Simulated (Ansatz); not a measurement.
Input

```
crystal:
  lattice:
    - [-4.47418966, -2.58317461, 3.8851949]
    - [4.47418966, -2.58317461, 3.8851949]
    - [0.0, 5.16634921, 3.8851949]
  atoms:
    - { symbol: Sb, position: [0.234, 0.234, 0.234] }
    - { symbol: Sb, position: [0.734, 0.734, 0.234] }
    - { symbol: Bi, position: [0.734, 0.234, 0.734] }
    - { symbol: Bi, position: [0.234, 0.734, 0.734] }
    - { symbol: Bi, position: [0.766, 0.766, 0.766] }
    - { symbol: Bi, position: [0.266, 0.266, 0.766] }
    - { symbol: Sb, position: [0.266, 0.766, 0.266] }
    - { symbol: Bi, position: [0.766, 0.266, 0.266] }
basis:
  ecutwfc: 420
kpoints:
  mp_grid: { grid: [6, 6, 6] }
hamiltonian:
  xc: pbe
  dispersion: d3bj
scf:
  occupations: { method: gaussian, width: 0.02 }
output:
  forces: true
  stress: true
  eigenvalues: true
  write_density: true
  write_potential: true
  elf: true
  volumetric_format: npy
relax:
  adjacent_minimum: "off"
  f_tol: 0.005
  max_steps: 80
  cell: { stress_tol: 0.05 }
```

Command:

```sh
ansatz run input.yaml --threads 2 --pin off --max-ram 5120MiB --backend cpu --events-out ev --progress --plain --runs-dir out
```

Below, planes, directions and counts refer to the conventional cell (a = 9.31 Å, b = 8.90 Å, c = 6.42 Å, α = 90.00°, β = 93.20°, γ = 90.00°).

The fields are those of the relaxed geometry.

Space group Cm; a generated structure, not necessarily the stable one.

Computed with DFT PBE+D3(BJ), scalar-relativistic, plane waves, PAW (Ansatz).

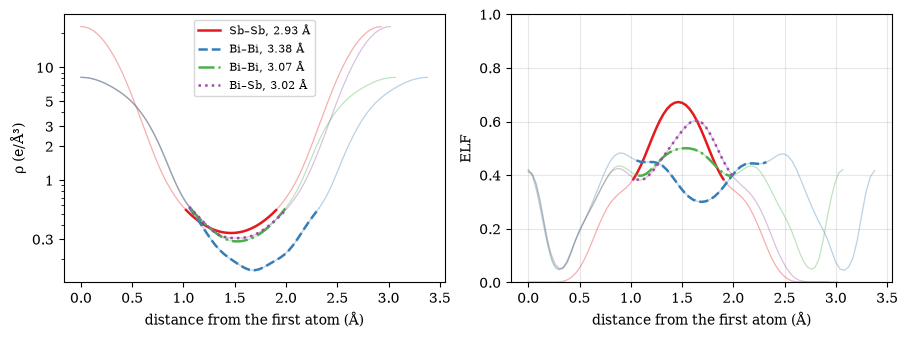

Bi₅Sb₃. Valence charge density (pseudo) and electron localisation function along straight lines between neighbouring atoms. Thin, pale parts lie inside the atomic spheres.

In a PAW calculation such maps are meaningful between the atoms, not at the nuclei.

Question: Compare the contacts.

Answer: Sb–Sb (2.93 Å): the density is about 0.34 e/Å³ at the midpoint; the ELF peaks at about 0.65 between the atoms.
Bi–Bi (3.38 Å): the density is about 0.16 e/Å³ at the midpoint; the ELF is about 0.30 at the midpoint.
Bi–Bi (3.07 Å): the density is about 0.29 e/Å³ at the midpoint; the ELF reaches about 0.50 near the midpoint.
Bi–Sb (3.02 Å): the density is about 0.31 e/Å³ at the midpoint; the ELF peaks at about 0.60 between the atoms.
